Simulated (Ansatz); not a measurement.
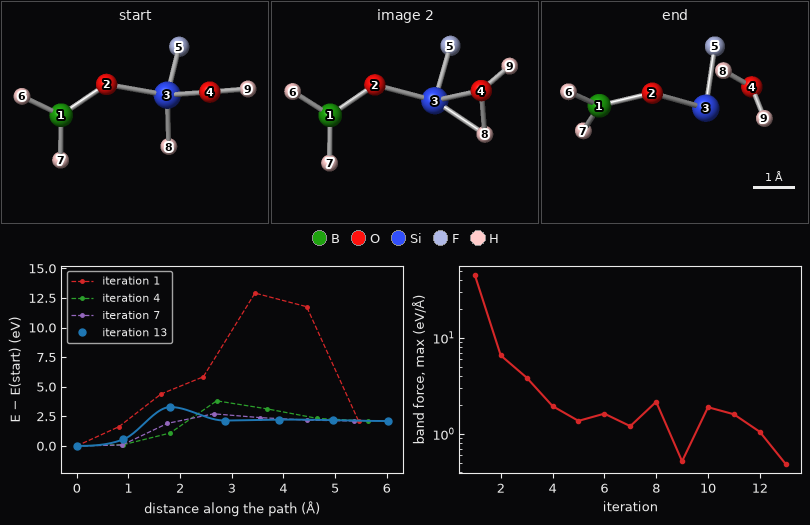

A search for the minimum-energy path of BSiH4O2F by the nudged elastic band. Images are numbered from 0 (start) to 6 (end). The plot follows the band through its iterations. The picture is a ball-and-stick view, seen from a free direction.

Method: RKS r2SCAN/def2-SVP (Ansatz). Settings: 5 movable images; climbing image; force threshold 0.5 eV/Å; iteration limit 60; starting path through a guess of the saddle point.

Q: Did the band converge, and can the barrier be trusted?

A: The run is converged, with reservations. The band converged in 13 iterations. The largest component of the band force went from 45 to 0.49 eV/Å. The climbing image converged on the top of the path. Its curvatures weren't checked. The force threshold is loose. The first iteration put the highest image at 12.92 eV. Forward barrier 3.29 eV, backward barrier 1.18 eV, with image 2 at the top; the reaction energy is +2.11 eV.

Cost: 76 s on 2 threads of INTEL(R) XEON(R) PLATINUM 8581C CPU @ 2.30GHz (Emerald Rapids), with other jobs on the host, peak memory 0.16 GiB.
